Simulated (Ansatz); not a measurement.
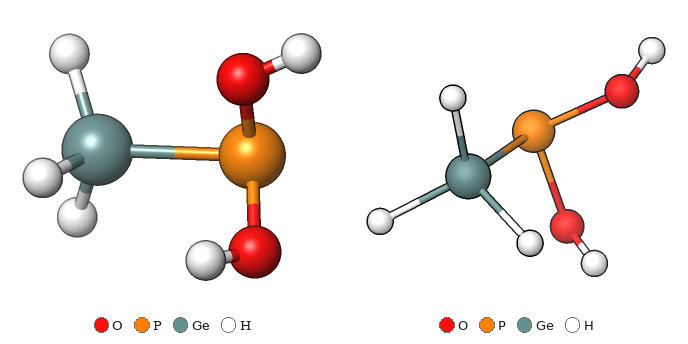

The same structure drawn twice, from different directions.

The geometry was computed by an optimisation with PBE0-D4/def2-TZVP.

**Give the formula.**

GeH₅O₂P, 9 atoms: 1 germanium, 5 hydrogen, 2 oxygen and 1 phosphorus.

**How many sets of symmetry-equivalent atoms are there?**

9: 1 O, 1 P, 1 O, 1 Ge, 1 H, 1 H, 1 H, 1 H, 1 H.

**Count the bonded pairs by element.**

3 Ge–H, 2 O–P, 2 O–H, 1 Ge–P.

**What is its SMILES?**

O[P](O)[GeH3]

**Which point group does it belong to?**

C1.

The parts below concern this one geometry. Atoms keep their numbers from picture to picture.

## Levels of theory compared

Program: Ansatz 0.2.0.

Tabulate HOMO–LUMO gap (eV), dipole (D), HOMO energy (eV) at these levels: B3LYP-D4/def2-TZVPP; PBE-D4/def2-TZVPP; r2SCAN-D4/def2-TZVPP; ωB97M-V/def2-TZVPP.

```csv
level,HOMO–LUMO gap (eV),dipole (D),HOMO energy (eV)
B3LYP-D4/def2-TZVPP,6.01,1.06,−6.47
PBE-D4/def2-TZVPP,4.47,1.16,−5.53
r2SCAN-D4/def2-TZVPP,4.96,1.17,−5.74
ωB97M-V/def2-TZVPP,10.29,1.04,−8.72
```

## Charges

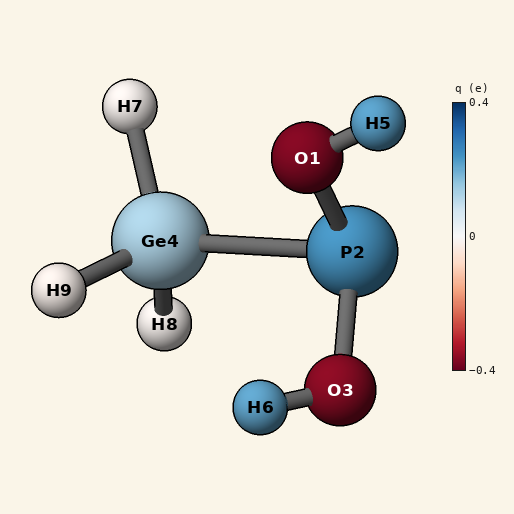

Atoms are coloured by their Mulliken charges. Properties computed with RKS r2SCAN-D4/def2-TZVPP (Ansatz 0.2.0).

**Which atom carries the highest charge (most positive or least negative)?**

P2 (0.23 e).

**And the lowest?**

O1 (−0.37 e).

Give the Mulliken charges atom by atom.

```csv
atom,value (e)
O1,−0.37
P2,0.23
O3,−0.36
Ge4,0.12
H5,0.21
H6,0.21
H7,−0.01
H8,−0.01
H9,−0.02
```

## Vibrations

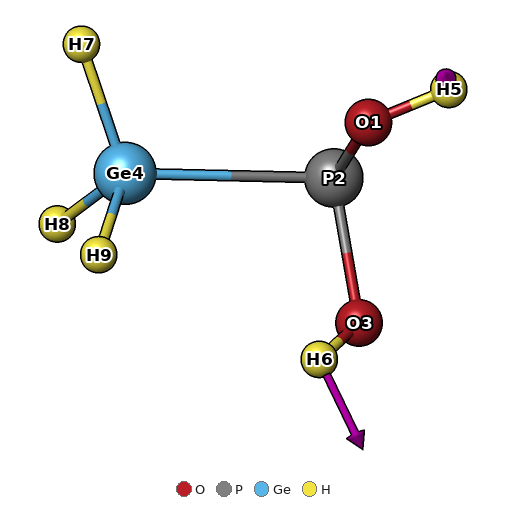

The arrows show one normal mode. Harmonic vibrations computed with RKS PBE0-D4/def2-TZVP (Ansatz 0.2.0) at a stationary point of the same level.

**What kind of motion is it?**

Mostly H–O–P bending.

**At what wavenumber does it lie?**

1024 cm⁻¹; it is mode 15 of 21 counted from the lowest.

Mulliken values depend strongly on the basis set and can even reverse the polarity of a bond.
